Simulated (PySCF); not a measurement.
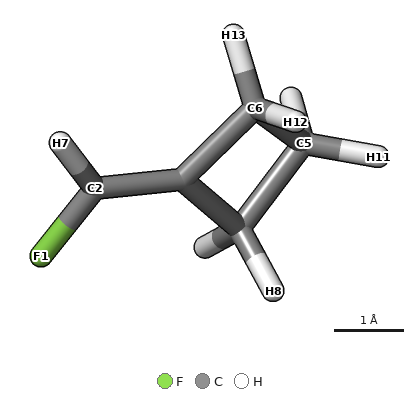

Figure 1. The input geometry (stick view, seen at a tilt; atoms are numbered from 1 in the order of the input). Bond lengths as drawn: C–C 1.33 to 1.55 Å, C–F 1.34 Å and C–H 1.09 to 1.10 Å.

**C₅H₇F: NMR shielding calculation**

The run: NMR shielding calculation of C₅H₇F, SMILES FC=C1CCC1. Method and program: GIAO PBE0/6-311+G(2d,p) NMR shielding, non-relativistic, gas phase (PySCF 2.14.0).

The geometry comes from this level: PBE0-D3(BJ)/def2-SVP. Figures and captions count atoms from 1; the log counts them from 0 in places.

### Input
```
{"job": {"kind": "nmr", "xc": "PBE0", "basis": "6-311+G(2d,p)", "pop": true}, "charge": 0, "multiplicity": 1}
F      2.461982    -1.361055     0.716258
C      1.826978    -0.184670     0.725417
C      0.651127    -0.018040     0.135397
C     -0.309638    -0.963688    -0.540400
C     -1.418139     0.091946    -0.300212
C     -0.328684     1.130368     0.072639
H      2.373885     0.594566     1.264598
H     -0.080822    -1.105176    -1.610107
H     -0.435692    -1.957230    -0.083881
H     -2.053261    -0.164590     0.559799
H     -2.065503     0.337291    -1.153996
H     -0.111808     1.828242    -0.753511
H     -0.479783     1.719917     0.990207
```

The first line tells a small driver script what to run in PySCF; the rest is the geometry in Å.

Launched with:
```bash
OMP_NUM_THREADS=1 python <driver script> task.json out
```

### The program's output
```
coarse grid: 10856 points
cycle   1  E = -294.2407580205  dE =  7.601e-01  |g| = 4.690e-01  |ddm| = 3.741e+00
cycle   2  E = -294.2081132499  dE =  3.264e-02  |g| = 6.399e-01  |ddm| = 1.459e+00
cycle   3  E = -294.2835750343  dE = -7.546e-02  |g| = 7.452e-02  |ddm| = 8.602e-01
cycle   4  E = -294.2845359020  dE = -9.609e-04  |g| = 3.945e-02  |ddm| = 1.132e-01
cycle   5  E = -294.2848669656  dE = -3.311e-04  |g| = 1.151e-02  |ddm| = 4.309e-02
cycle   6  E = -294.2848909962  dE = -2.403e-05  |g| = 3.955e-03  |ddm| = 1.485e-02
cycle   7  E = -294.2848943744  dE = -3.378e-06  |g| = 3.235e-04  |ddm| = 6.045e-03
final grid: 105248 points
cycle   8  E = -294.2844907001  dE = -5.020e-05  |g| = 6.453e-03  |ddm| = 1.215e-01
cycle   9  E = -294.2844851575  dE =  5.543e-06  |g| = 8.168e-03  |ddm| = 2.292e-02
cycle  10  E = -294.2845007993  dE = -1.564e-05  |g| = 1.520e-03  |ddm| = 1.129e-02
cycle  11  E = -294.2845012633  dE = -4.640e-07  |g| = 3.320e-04  |ddm| = 1.756e-03
cycle  12  E = -294.2845012876  dE = -2.431e-08  |g| = 8.680e-05  |ddm| = 4.102e-04
cycle  13  E = -294.2845012890  dE = -1.373e-09  |g| = 3.135e-05  |ddm| = 1.329e-04
cycle  14  E = -294.2845012892  dE = -1.714e-10  |g| = 5.758e-06  |ddm| = 3.883e-05
```

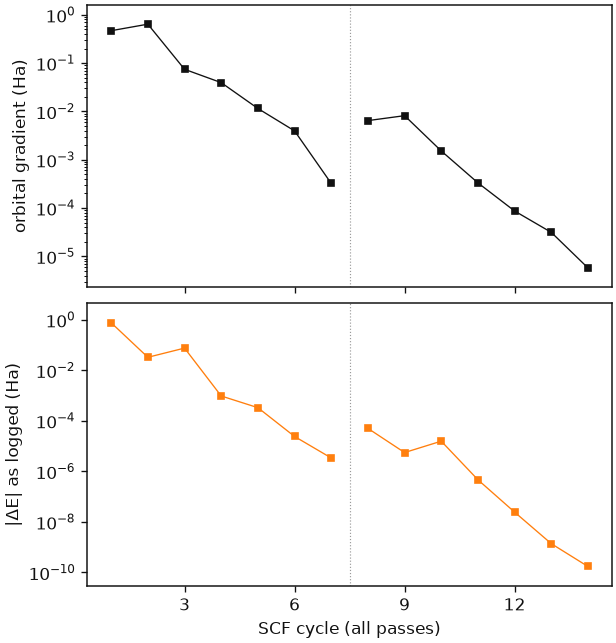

Figure 2. Convergence of the self-consistent field: orbital gradient and size of the energy change against the SCF cycle. The dotted line marks the change from a coarse to the final integration grid. The first 7 cycles use a coarse grid, the final grid takes over at cycle 8, and the field converges after 14 cycles in all.

```
converged SCF energy = -294.2845012892

GIAO shielding tensors (ppm)
atom      isotropic    diamagn.    paramagn.     s11        s22        s33       span
  0 F      319.670     462.032    -142.362    247.326    284.742    426.941    179.615
  1 C       38.632     250.845    -212.213    -51.186     80.509     86.572    137.757
  2 C       59.616     237.291    -177.675    -33.919     68.896    143.869    177.788
  3 C      159.259     241.718     -82.458    148.997    153.481    175.299     26.302
  4 C      167.194     245.054     -77.860    156.317    166.251    179.013     22.697
  5 C      159.686     243.671     -83.984    145.622    159.367    174.069     28.448
  6 H       24.972      28.789      -3.817     22.545     24.223     28.148      5.603
  7 H       28.718      29.336      -0.618     25.675     27.205     33.274      7.599
  8 H       28.759      29.411      -0.652     25.525     27.027     33.725      8.200
  9 H       29.498      30.418      -0.920     26.714     27.516     34.264      7.551
 10 H       29.681      31.026      -1.345     26.716     26.763     35.564      8.848
 11 H       28.699      30.247      -1.548     25.721     27.102     33.275      7.554
 12 H       28.994      30.491      -1.497     25.800     26.776     34.406      8.606
```

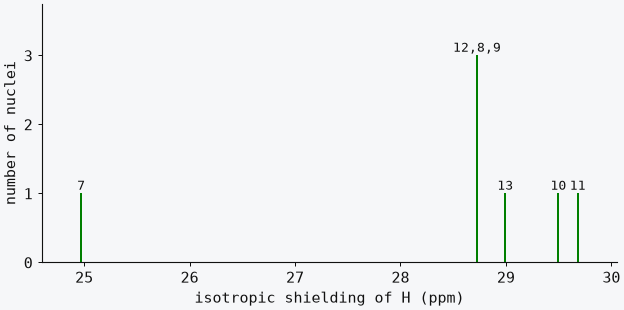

Figure 3. Isotropic shieldings of the hydrogen nuclei in this fixed geometry, labelled by atom number; shielding grows to the right, so chemical shift grows to the left. The least shielded is H7 (25.0 ppm), the most shielded H11 (29.7 ppm).

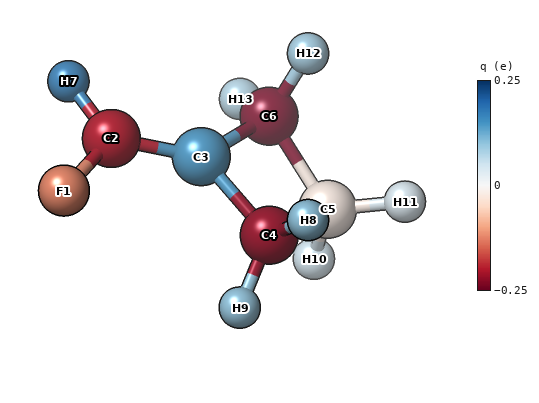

Figure 4. ESP-fitted charges, as the colour of each atom (ball-and-stick view, seen at a tilt; atoms are numbered from 1 in the order of the input). By element: F −0.12, C −0.24 to +0.15 and H +0.04 to +0.17 e.

### Key numbers

```csv
quantity,value
outcome,converged
total energy,−294.284501 hartree
HOMO,−6.85 eV
LUMO,0.14 eV
dipole moment,1.79 D
"isotropic shielding, F",319.7 ppm
"isotropic shielding, C",38.6 to 167.2 ppm
"isotropic shielding, H",25.0 to 29.7 ppm
hardware,"1 CPU thread, shared host"
wall time,23 s
peak memory,0.84 GiB
```
